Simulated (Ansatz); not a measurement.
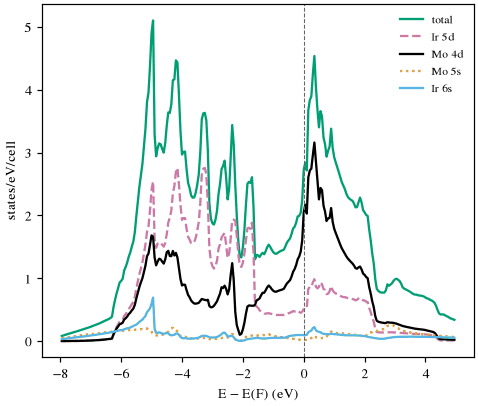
Figure. Total and projected density of states of MoIr (rock salt, space group No. 225), PBE (plane waves, PAW; program Ansatz)

Which orbitals carry the states next to the Fermi level?

Within 0.5 eV of the Fermi level: Mo 4d 69 %, Ir 5d 23 %. Projections are on Löwdin-orthogonalised atomic valence shells; empty p or d shells of many metals are not among them.

Where is the tallest occupied peak in this window, and what makes it?

Near -4.9 eV, about 5.1 states/eV per cell; the largest projected share is Ir 5d.

Space group Fm-3m (rock salt). The start of the workflow was typed in or built on a structure type; neither database checked (COD, Materials Project) lists it. COD files the formula under space group No. 51. Whether it is the stable phase at ambient conditions was not checked. Symmetry was held in the PBE relaxation; its stability against distortions is not shown here. No spin polarisation was allowed. The volume moved by 17 % from the start of the relaxation. Its formation energy is positive at this level, so the cell may be metastable or incomplete. Scalar-relativistic: spin–orbit coupling is off unless named, which matters more the heavier the elements.

Potentials: the later of the program's two PAW sets.
